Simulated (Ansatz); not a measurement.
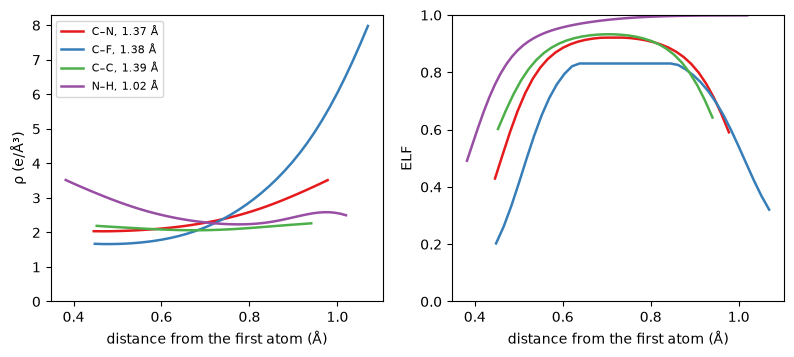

Figure 1: C$_{5}$H$_{5}$F$_{2}$N (SMILES FC(F)c1ccc[nH]1). Total electron density and ELF along straight lines between neighbouring atoms. The curves leave out the atomic cores.

Geometry: PBE-D3(BJ)/def2-SVP.

Level of theory: Ansatz, isolated molecule in a Gaussian basis; Kohn-Sham density functional theory, functional PBE0.

```xyz
13

C    -0.7428   -2.1599    1.9795
C     0.3539   -1.1738    1.8252
C     0.4305   -0.0118    1.0585
C     1.7141    0.5639    1.2875
C     2.3827   -0.2638    2.1869
F    -1.1732   -2.2307    3.2885
F    -0.3150   -3.4318    1.6582
N     1.5479   -1.3066    2.5013
H    -1.6126   -1.9042    1.3349
H    -0.3614    0.3729    0.4055
H     2.1121    1.4835    0.8449
H     3.3851   -0.1875    2.6219
H     1.7658   -2.0775    3.1317
```

Compare the contacts.

C–N (1.37 Å): ρ is about 2.3 e/Å³ halfway; the ELF peaks at about 0.90 between the atoms, as expected for localised, covalent bonding.
C–F (1.38 Å): ρ at the midpoint is about 2.1 e/Å³, with its minimum of 1.7 e/Å³ about 0.5 Å from C; the ELF peaks at about 0.85 between the atoms, as expected for a polar covalent bond.
C–C (1.39 Å): ρ is about 2.1 e/Å³ halfway; the ELF peaks at about 0.95 between the atoms: localised, covalent bonding.
N–H (1.02 Å): ρ at the midpoint is about 2.9 e/Å³; the ELF climbs to about 1 towards the hydrogen, as it does in any bond to H (an ordinary covalent bond to hydrogen).
